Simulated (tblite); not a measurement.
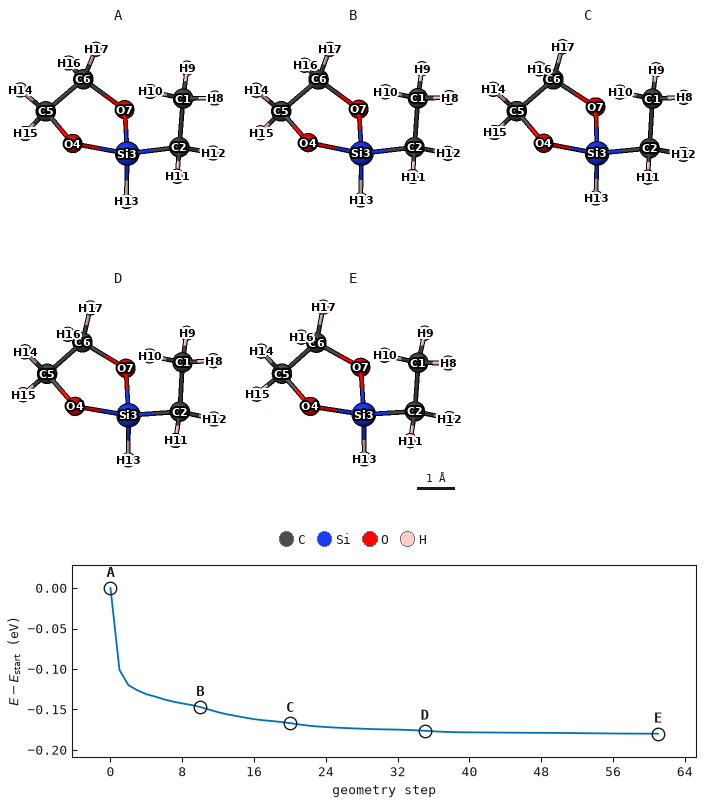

Frames of a relaxation of C4H10O2Si, marked on the history of the run. The picture is a ball-and-stick view, seen at a tilt.

Method: GFN2-xTB geometry optimisation, gas phase in tblite 0.8.0. 

Question: Describe the path.

Answer: After 61 geometry steps the energy has fallen by 0.180 eV. The largest move after the best rigid fit is that of H17, 0.38 Å. Largest moves by element: H 0.38 Å, O 0.19 Å, C 0.10 Å, Si 0.09 Å. Among the contacts that change: C2–Si3 1.846 → 1.893 Å, Si3–O7 1.690 → 1.644 Å, C6–O7 1.442 → 1.398 Å, Si3–O4 1.674 → 1.643 Å. Bond angles that change, for instance: Si3–O7–C6 107.1° → 112.2°, C2–Si3–O4 114.4° → 111.5°, Si3–O4–C5 108.3° → 111.1°. Groups turn about C5–C6 by about 20°, C6–O7 by about 20°. From step 0 to 10: H16 moves most (0.08 Å), energy −0.147 eV. From step 10 to 20: H17 moves most (0.13 Å), energy −0.020 eV. From step 20 to 35: H17 moves most (0.12 Å), energy −0.009 eV. From step 35 to 61: H17 moves most (0.11 Å), energy −0.004 eV.

| step | E − E(0), eV |
| --- | --- |
| 0 | 0.0000 |
| 1 | -0.1012 |
| 2 | -0.1200 |
| 3 | -0.1263 |
| 4 | -0.1312 |
| 5 | -0.1342 |
| 6 | -0.1377 |
| 7 | -0.1404 |
| 8 | -0.1425 |
| 9 | -0.1445 |
| 10 | -0.1470 |
| 13 | -0.1560 |
| 15 | -0.1601 |
| 18 | -0.1644 |
| 21 | -0.1685 |
| 23 | -0.1710 |
| 26 | -0.1729 |
| 29 | -0.1742 |
| 31 | -0.1747 |
| 34 | -0.1757 |
| 37 | -0.1776 |
| 40 | -0.1783 |
| 42 | -0.1784 |
| 45 | -0.1787 |
| 48 | -0.1789 |
| 50 | -0.1790 |
| 53 | -0.1794 |
| 56 | -0.1797 |
| 58 | -0.1798 |
| 61 | -0.1799 |
